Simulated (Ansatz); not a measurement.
# C2H6AlF3S: the cost of one run

Computed with Ansatz 0.2.0, Gaussian basis. Level: the settings change from run to run.

## Step 1: The molecule

The geometry comes from an earlier relaxation with PBE0-D4 in a triple-zeta def2 set; it is a stationary point, not always the lowest conformer.

SMILES `C[S+](C)[Al-]([F])([F])[F]`, 13 atoms, charge 0, spin multiplicity 1.

Atoms are counted from 1 here; the program's logs count them from 0.

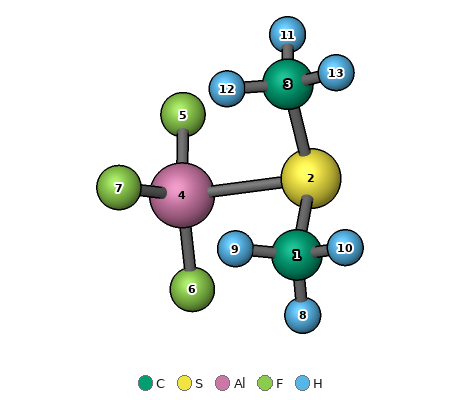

The geometry (carbon teal, sulfur yellow, aluminium pink, fluorine green, hydrogen blue); atoms are numbered from 1 in the order of the file.

## Step 2: PBE0-DH/aug-pcseg-2

Options: charge +1, multiplicity 2, atoms shaken by 0.15 Å, relativity set to scalar.

Contents of in.yaml:

```yaml
crystal:
  periodic: [false, false, false]
  atoms:
    - {symbol: C, position_ang: [-0.544928, -1.685970, -0.346913]}
    - {symbol: S, position_ang: [0.198951, -0.288115, -0.682435]}
    - {symbol: C, position_ang: [1.837309, -0.072569, 0.372847]}
    - {symbol: Al, position_ang: [-1.384297, 1.616153, -0.124935]}
    - {symbol: F, position_ang: [-0.353109, 2.892849, -0.710395]}
    - {symbol: F, position_ang: [-2.241586, 1.372156, -1.022956]}
    - {symbol: F, position_ang: [-1.137390, 1.571009, 1.489051]}
    - {symbol: H, position_ang: [-1.589467, -1.826750, -0.623424]}
    - {symbol: H, position_ang: [-0.765364, -1.286454, 0.936695]}
    - {symbol: H, position_ang: [-0.015644, -2.522986, -0.235449]}
    - {symbol: H, position_ang: [2.070165, 0.669399, -0.390712]}
    - {symbol: H, position_ang: [1.321704, 0.340508, 1.110667]}
    - {symbol: H, position_ang: [2.301976, -0.598088, 0.151128]}
basis:
  gaussian: {orbitals: aug-pcseg-2}
total_charge: 1
magnetization: {spin_polarized: true, initial_magnetization: 1}
hamiltonian: {xc: {name: PBE0-DH}, pseudopotentials: {relativity: scalar}}
```

Command:

```
ansatz run in.yaml --threads 4 --pin off --events-out ev --progress --plain --max-ram 11315MiB
```

**Question.** How long does this run take on 4 threads of Intel Xeon 6975P-C, shared host, and how much memory does it need?

About 44 s, with a peak of 4.4 GiB.
